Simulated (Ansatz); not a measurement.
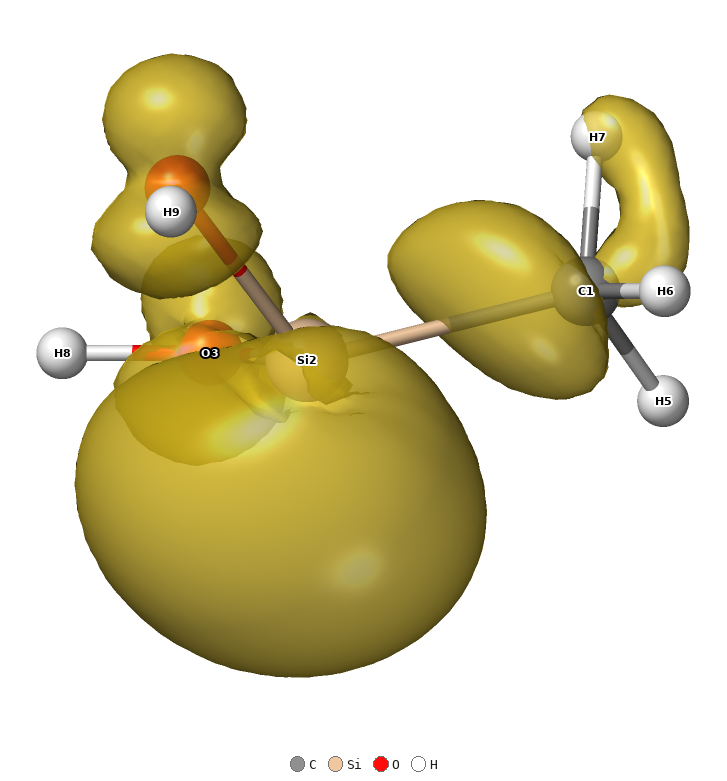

Figure. CH5O2Si (SMILES C[Si](O)O) (doublet). Isosurface of the spin density (α minus β) at +0.02 e/Å³ (yellow), seen from one side.

Geometry: PBE0-D4/def2-TZVP.

All numbers below come from Ansatz 0.2.0, UKS PBE0-D4/def2-TZVPP.

```xyz
9

C    -0.7442    0.4896   -0.9629
Si    0.6780    0.0591    0.1667
O     0.9965   -1.5296   -0.1232
O     0.2738    0.1787    1.7696
H    -0.4682    0.3230   -2.0058
H    -1.0397    1.5334   -0.8433
H    -1.5977   -0.1503   -0.7178
H     1.5617   -1.9762    0.5098
H     0.4283    1.0258    2.1899
```

Question: Describe the spin distribution.

Answer: The unpaired spin (1 electron) lies mostly on Si2 (about 0.7), C1 (about 0.1), O4 (about 0.1) and O3 (about 0.1), in electrons by Hirshfeld's partition.
